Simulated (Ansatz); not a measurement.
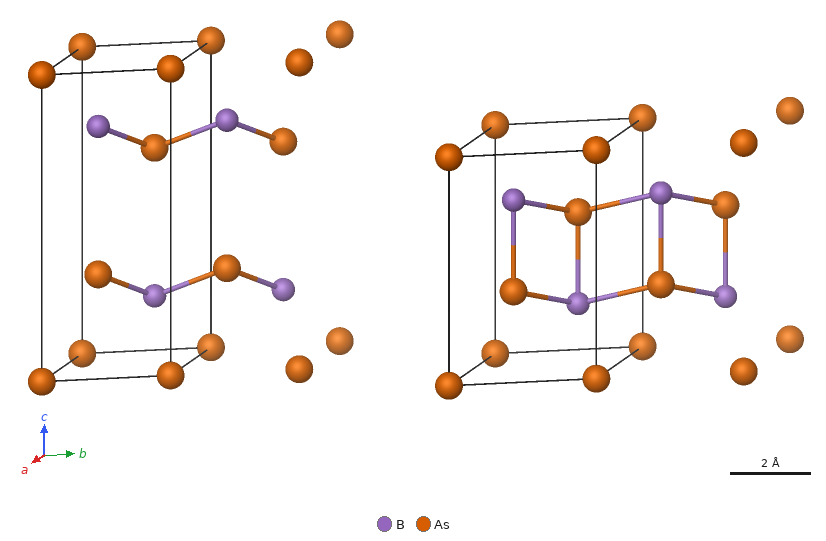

Two geometries of solid B2As3 (built on the A-type sesquioxide_164 type) (coarse preliminary run), drawn at one scale. One is the start of a relaxation, the other its converged end. Style: ball-and-stick. Shown: the cell of the calculation, repeated 1 × 2 × 1 with one cell outlined, slightly off an axis.

Computed with Ansatz, DFT r2SCAN, scalar-relativistic, plane waves, PAW. Set-up: plane-wave cutoff 500 eV; k-point mesh 6 × 6 × 4; occupations gaussian; smearing width 0.1 eV; no spin polarisation; cell and atoms relaxed; force threshold 0.04 eV/Å; at most 70 steps.

Q: Which one is relaxed?

A: The left one is the relaxed one. Case: A-type sesquioxide type (P-3m1, No. 164). The largest moves relative to the cell, 0.34 Å, are those of As atoms. By element the largest moves are As 0.34 Å, B 0.32 Å. The drawn cell changes as follows: a = b 3.796 → 3.316 Å (−12.6 %), c 5.905 → 7.925 Å (+34.2 %); the volume changes by +2.4 %. Some distances before and after: As–B 2.362 → 3.823 Å, As–As 2.781 → 3.537 Å, As–As 3.796 → 3.316 Å, As–B 2.286 → 2.094 Å. Bonds break: As–B (2.36 → 3.82 Å). Bond angles that change, for instance: B–As–B 112.3° → 104.7°, As–B–As 112.3° → 104.7°. The space group stays P-3m1 (No. 164). After 11 accepted moves (13 points after the start) the energy has fallen by 2.719 eV per cell of the calculation. Largest force component: 0.65 eV/Å at the start, 0.038 eV/Å at the end. Pressure: −0.48 GPa at the start and −0.13 GPa at the end. The SCF was repeated twice at an unchanged geometry on a basis and grid sized afresh for the cell, which shifted the energy by 34.6 meV per cell of the calculation at most. Cost: 120 s on 1 thread of Arm Neoverse V2, with other jobs on the host, peak memory 0.56 GiB.
